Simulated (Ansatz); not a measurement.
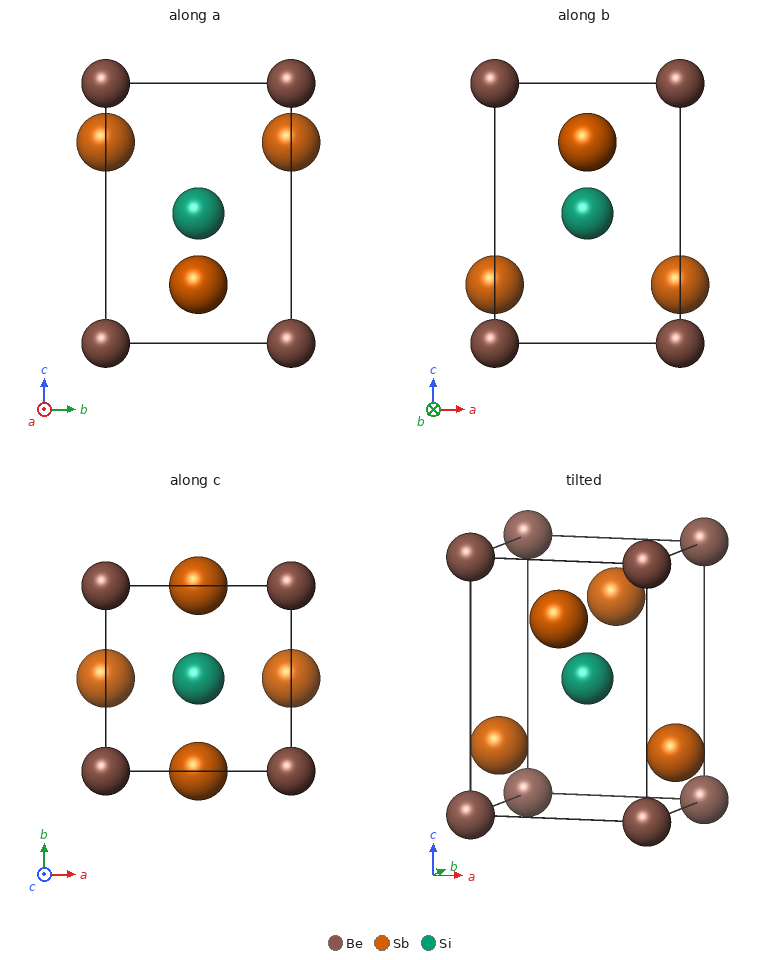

View along the a axis, along the b axis, along the c axis and slightly off an axis, drawn as a spheres-only model. The lines enclose the conventional unit cell; boundary atoms appear with their images.

Lattice parameters: a = 4.122 Å, b = 4.122 Å, c = 5.779 Å, α = 90.00°, β = 90.00°, γ = 90.00°.

Set out the cell and atoms as a table of Wyckoff sites, with free fractional coordinates to two decimals.

Space group P-4m2 (No. 115).
| atom | site | x | y | z |
| --- | --- | --- | --- | --- |
| Be | 1a | 0.00 | 0.00 | 0.00 |
| Sb | 2g | 0.00 | 0.50 | 0.23 |
| Si | 1c | 0.50 | 0.50 | 0.50 |

It derives from a structure type filled with these elements by a generator (whether the compound takes this form wasn't checked). Earlier steps of the study may have refined or changed the cell and positions. It went into a calculation with Ansatz.
